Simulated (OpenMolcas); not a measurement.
# One shape, several levels: triplet BSiH4O2F

Aim: a comparison of 6 runs (UHF/def2-SVP, UB3LYP/6-31G*, U-r2SCAN/def2-SVP, UBHLYP/def2-SVP, UM06-2X/def2-SVP, UM06-L/def2-SVP) of triplet BSiH4O2F. 

The results are computed with OpenMolcas 26.06.

## 1. Starting point

The species is BSiH4O2F (9 atoms), meant as a triplet with charge 0. SMILES of the parent species: `O[SiH2]B(O)F`. The coordinates come from a PBE0-D4/def2-TZVP relaxation. This is one conformer, not always the lowest. That shape belongs to the parent species and isn't relaxed for this state.

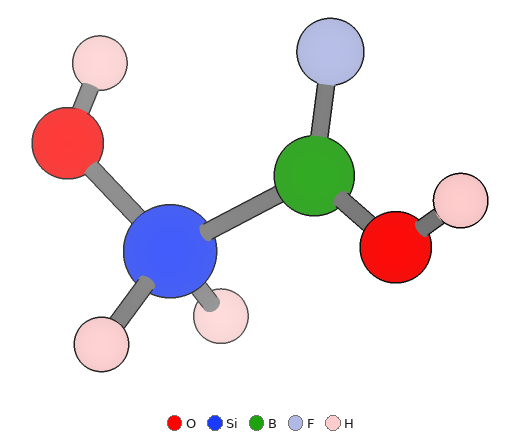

Viewed from a chosen angle; oxygen red, silicon blue, boron green, fluorine light blue, hydrogen pink.

## 2. The energy at UHF/def2-SVP (run 1)

mol.input

```
* BFH4O2Si Hartree-Fock
&GATEWAY
BASLIB = $CurrDir
COORD
9
bohr
O      2.17790936     1.22851095     3.21820359
Si     1.58283460    -0.83110155     0.94524101
B     -1.32564288     0.36660687    -1.26781726
O     -1.82925489    -0.72111949    -3.51300087
F     -2.81285734     2.26181320    -0.47318742
H      0.75778018     2.07510826     3.95500781
H      3.95576370    -1.09566321    -0.52553284
H      0.93220190    -3.36673606     1.99611771
H     -3.27168284    -0.00491329    -4.36734605
BASIS = def2-SVP
GROUP = NoSym
&SEWARD
&SCF
UHF
SPIN = 3
THRESHOLDS = 1e-10 1e-07 1e-07 1e-05
PRORBITALS = 1 1
```

The basis set def2-SVP is read from a file made from the Basis Set Exchange's data (not shown).

Launch:

```sh
$ export MOLCAS_MEM=1860
$ pymolcas mol.input > mol.log
```

The program printed:

```text
--- Start Module: gateway ---
[...]
--- Stop Module: gateway /rc=_RC_ALL_IS_WELL_ ---
--- Start Module: seward ---
[...]
      Basis functions           94
--- Stop Module: seward /rc=_RC_ALL_IS_WELL_ ---
[...]
--- Start Module: scf ---
[...]
       Convergence after  25 Iterations
[...]
::    Total SCF energy                               -564.7461001472
[...]
      Total spin, S                                     1.0034169190
[...]
      Total electronic charge=   48.000000
      Total            charge=   -0.000000
[...]
      Dipole Moment (debye):
      Origin of the operator (angstrom)=   -0.0888    0.1658   -0.0009
                   X= -5.5305E-01               Y= -3.4827E-01               Z=  6.9977E-01           Total=  9.5751E-01
      Quadrupole Moment (debye*angstrom):
[...]
--- Stop Module: scf /rc=_RC_ALL_IS_WELL_ ---
[...]
```

Wall time 11 s (1 thread of Intel Xeon 6975P-C (Granite Rapids), shared host); peak memory 0.52 GiB.

## 3. The energy at UB3LYP/6-31G(d) (Cartesian functions) (run 2)

coord.xyz

```xyz
9

O      1.152500     0.650100     1.703000
Si     0.837600    -0.439800     0.500200
B     -0.701500     0.194000    -0.670900
O     -0.968000    -0.381600    -1.859000
F     -1.488500     1.196900    -0.250400
H      0.401000     1.098100     2.092900
H      2.093300    -0.579800    -0.278100
H      0.493300    -1.781600     1.056300
H     -1.731300    -0.002600    -2.311100
```

mol.input

```
&GATEWAY
  BasLib=$CurrDir
  Coord=coord.xyz
  Basis=6-31Gs
  Group=NoSym

&SEWARD
  GridInput
  Grid=UltraFine
  End of Grid

&SCF
  UHF
  Spin=3
  KSDFT=B3LYP
  Thresholds=1e-10 1e-07 1e-07 1e-05
  PrOrbitals=1 1
```

The basis set 6-31G* is read from a file made from the Basis Set Exchange's data (not shown).

Launch:

```sh
$ export MOLCAS_MEM=1860
$ pymolcas mol.input > mol.log
```

The program printed:

```text
--- Start Module: gateway ---
[...]
--- Stop Module: gateway /rc=_RC_ALL_IS_WELL_ ---
--- Start Module: seward ---
[...]
      Basis functions           87
--- Stop Module: seward /rc=_RC_ALL_IS_WELL_ ---
[...]
--- Start Module: scf ---
[...]
       Convergence after  24 Iterations
[...]
::    Total KS-DFT energy                            -566.9619521868
[...]
      Total spin, S                                     1.0013482368
[...]
      Total electronic charge=   48.000000
      Total            charge=   -0.000000
[...]
      Dipole Moment (debye):
      Origin of the operator (angstrom)=   -0.0888    0.1658   -0.0009
                   X= -7.8918E-01               Y=  5.4068E-02               Z=  1.0423E+00           Total=  1.3085E+00
      Quadrupole Moment (debye*angstrom):
[...]
--- Stop Module: scf /rc=_RC_ALL_IS_WELL_ ---
[...]
```

It took 54 s on 1 thread of Intel Xeon 6975P-C (Granite Rapids), shared host; peak memory 0.48 GiB.

## 4. A single-point energy at U-r2SCAN/def2-SVP (run 3)

mol.input

```
* BFH4O2Si Kohn-Sham DFT
>>> EXPORT MOLCAS_PRINT=2

&GATEWAY
  BasLib = $CurrDir
  Coord
  9
  angstrom
  O        1.152500       0.650100       1.703000
  Si       0.837600      -0.439800       0.500200
  B       -0.701500       0.194000      -0.670900
  O       -0.968000      -0.381600      -1.859000
  F       -1.488500       1.196900      -0.250400
  H        0.401000       1.098100       2.092900
  H        2.093300      -0.579800      -0.278100
  H        0.493300      -1.781600       1.056300
  H       -1.731300      -0.002600      -2.311100
  Basis = def2-SVP
  Group = NoSym

&SEWARD
  GridInput
  Grid=UltraFine
  End of Grid

&SCF
  UHF
  Spin = 3
  KSDFT = 2
  1.0 MGGA_X_R2SCAN
  1.0 MGGA_C_R2SCAN
  Thresholds = 1e-10 1e-07 1e-07 1e-05
  PrOrbitals = 1 2
```

The basis set def2-SVP is read from a file made from the Basis Set Exchange's data (not shown).

Launch:

```sh
$ export MOLCAS_MEM=1860
$ pymolcas mol.input > mol.log
```

The program printed:

```text
--- Start Module: gateway ---
[...]
--- Stop Module: gateway /rc=_RC_ALL_IS_WELL_ ---
--- Start Module: seward ---
[...]
      Basis functions           94
--- Stop Module: seward /rc=_RC_ALL_IS_WELL_ ---
[...]
--- Start Module: scf ---
[...]
       Convergence after  24 Iterations
[...]
::    Total KS-DFT energy                            -566.5224144399
[...]
      Total spin, S                                     1.0020994030
[...]
      Total electronic charge=   48.000000
      Total            charge=   -0.000000
[...]
      Dipole Moment (debye):
      Origin of the operator (angstrom)=   -0.0888    0.1658   -0.0009
                   X= -7.6407E-01               Y=  1.0100E-01               Z=  9.4892E-01           Total=  1.2225E+00
      Quadrupole Moment (debye*angstrom):
[...]
--- Stop Module: scf /rc=_RC_ALL_IS_WELL_ ---
[...]
```

It took 68 s on 1 thread of Intel Xeon 6975P-C (Granite Rapids), shared host; peak memory 0.52 GiB.

Runs 4 to 5 aren't shown in full; the table further down has their settings and results.

## 5. A single-point energy at UM06-L/def2-SVP (run 6)

job.input

```
* BFH4O2Si Kohn-Sham DFT

&gateway
  baslib=$CurrDir
  basisset
  O.def2-SVP....
  O1 1.152500 0.650100 1.703000 angstrom
  O4 -0.968000 -0.381600 -1.859000 angstrom
  End of Basis
  basisset
  Si.def2-SVP....
  Si2 0.837600 -0.439800 0.500200 angstrom
  End of Basis
  basisset
  B.def2-SVP....
  B3 -0.701500 0.194000 -0.670900 angstrom
  End of Basis
  basisset
  F.def2-SVP....
  F5 -1.488500 1.196900 -0.250400 angstrom
  End of Basis
  basisset
  H.def2-SVP....
  H6 0.401000 1.098100 2.092900 angstrom
  H7 2.093300 -0.579800 -0.278100 angstrom
  H8 0.493300 -1.781600 1.056300 angstrom
  H9 -1.731300 -0.002600 -2.311100 angstrom
  End of Basis

&seward
  gridinput
  Grid=UltraFine
  End of Grid

&scf
  uhf
  spin=3
  ksdft=M06L
  thresholds=1e-10 1e-07 1e-07 1e-05
  prorbitals=1
```

The basis set def2-SVP is read from a file made from the Basis Set Exchange's data (not shown).

Launch:

```sh
$ export MOLCAS_MEM=1860
$ pymolcas job.input > job.log
```

The program printed:

```text
--- Start Module: gateway ---
[...]
--- Stop Module: gateway /rc=_RC_ALL_IS_WELL_ ---
--- Start Module: seward ---
[...]
      Basis functions           94
--- Stop Module: seward /rc=_RC_ALL_IS_WELL_ ---
[...]
--- Start Module: scf ---
[...]
       Convergence after  25 Iterations
[...]
::    Total KS-DFT energy                            -566.6399962757
[...]
      Total spin, S                                     1.0021528111
[...]
      Total electronic charge=   48.000000
      Total            charge=   -0.000000
[...]
      Dipole Moment (debye):
      Origin of the operator (angstrom)=   -0.0888    0.1658   -0.0009
                   X= -7.6086E-01               Y=  3.3937E-02               Z=  8.6014E-01           Total=  1.1489E+00
      Quadrupole Moment (debye*angstrom):
[...]
--- Stop Module: scf /rc=_RC_ALL_IS_WELL_ ---
[...]
```

Run time: 73 s. Hardware: 1 thread of Intel Xeon 6975P-C (Granite Rapids), shared host; peak memory 0.52 GiB.

## 6. All runs side by side

| run | level | Cartesian functions | integration grid | energy (Eh) | dipole moment (D) | HOMO energy (eV) | ⟨S²⟩ | wall time |
| --- | --- | --- | --- | --- | --- | --- | --- | --- |
| 1 | UHF/def2-SVP | no | – | -564.746100 | 0.96 | -5.84 | 2.010 | 11 s |
| 2 | UB3LYP/6-31G* (Cartesian functions) | yes | UltraFine | -566.961952 | 1.31 | -2.28 | 2.004 | 54 s |
| 3 | U-r2SCAN/def2-SVP | no | UltraFine | -566.522414 | 1.22 | -2.07 | 2.006 | 68 s |
| 4 | UBHLYP/def2-SVP | no | UltraFine | -566.543527 | 1.06 | -3.84 | 2.007 | 49 s |
| 5 | UM06-2X/def2-SVP | no | UltraFine | -566.548703 | 1.08 | -3.82 | 2.005 | 69 s |
| 6 | UM06-L/def2-SVP | no | UltraFine | -566.639996 | 1.15 | -1.86 | 2.006 | 73 s |

## 7. Summary of results

| quantity | value |
| --- | --- |
| run 6: total energy | -566.64000 Eh |
| run 6: dipole moment | 1.15 D |
| run 6: HOMO energy (highest over α and β) | -1.86 eV |
| run 6: ⟨S²⟩ | 2.006 |

In words: The dipole moment (its size) runs from 0.96 D (UHF/def2-SVP) to 1.31 D (UB3LYP/6-31G*). The two ends differ in method and basis. Totals of different functionals can't be ranked against each other. All runs together took 5.4 min, the longest 73 s.
